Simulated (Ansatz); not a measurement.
Input file:

```
crystal:
  periodic: [false, false, false]
  atoms:
    - {symbol: Si, position_ang: [-0.280272, -0.409170, -0.321886]}
    - {symbol: C, position_ang: [0.449795, 1.272771, 0.050376]}
    - {symbol: H, position_ang: [0.832136, -1.352280, -0.620102]}
    - {symbol: H, position_ang: [-1.024331, -0.873938, 0.881832]}
    - {symbol: N, position_ang: [-1.373826, -0.491717, -1.647867]}
    - {symbol: H, position_ang: [1.818516, -1.157595, 2.793910]}
    - {symbol: H, position_ang: [1.102211, -1.304089, 2.643091]}
    - {symbol: H, position_ang: [-0.332943, 1.998797, 0.285467]}
    - {symbol: H, position_ang: [1.018230, 1.652794, -0.802547]}
    - {symbol: H, position_ang: [1.125951, 1.216236, 0.908397]}
    - {symbol: H, position_ang: [-1.035674, -0.448230, -2.595011]}
    - {symbol: H, position_ang: [-2.299789, -0.103480, -1.575660]}
basis:
  gaussian: {orbitals: def2-TZVPP}
hamiltonian: {xc: pbe0, dispersion: d4}
output: {orbitals: {seedname: orbitals}}
```

Command:

```sh
ansatz run in.yaml --threads 4 --pin off --events-out ev --progress --plain --max-ram 9574MiB
```

The reactant side of a reaction path; geometry: PBE0-D4/def2-TZVP; a saddle point, not a minimum.

Theory: RKS PBE0-D4/def2-TZVPP in Ansatz.

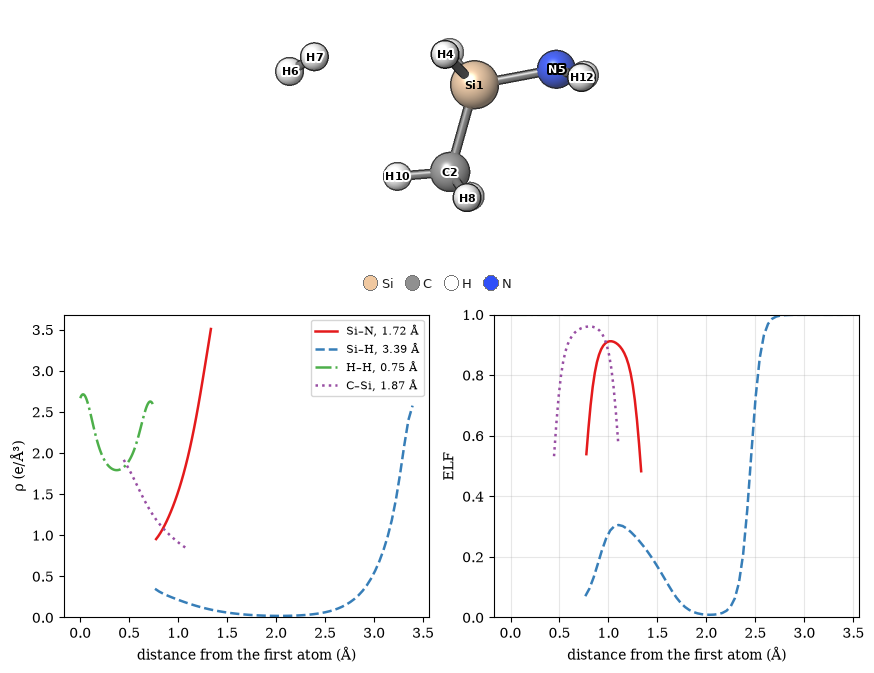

CH7NSi···H2. Total electron density and ELF along straight lines between neighbouring atoms. The curves leave out the atomic cores. The structure is drawn too.

> What can be read from the curves?

Si–N (1.72 Å): the density is about 1.1 e/Å³ at the midpoint; the ELF peaks at about 0.90 between the atoms, as expected for a polar covalent bond.
Si1···H7 (3.39 Å): the density falls to about 0.02 e/Å³ on the way; the ELF dips to about 0 between them: a non-bonded, intermolecular contact.
H–H (0.75 Å): ρ is about 1.8 e/Å³ halfway; the ELF is about 1 at the midpoint.
C–Si (1.87 Å): ρ at the midpoint is about 0.98 e/Å³; the ELF peaks at about 0.95 between the atoms, as expected for a covalent bond.
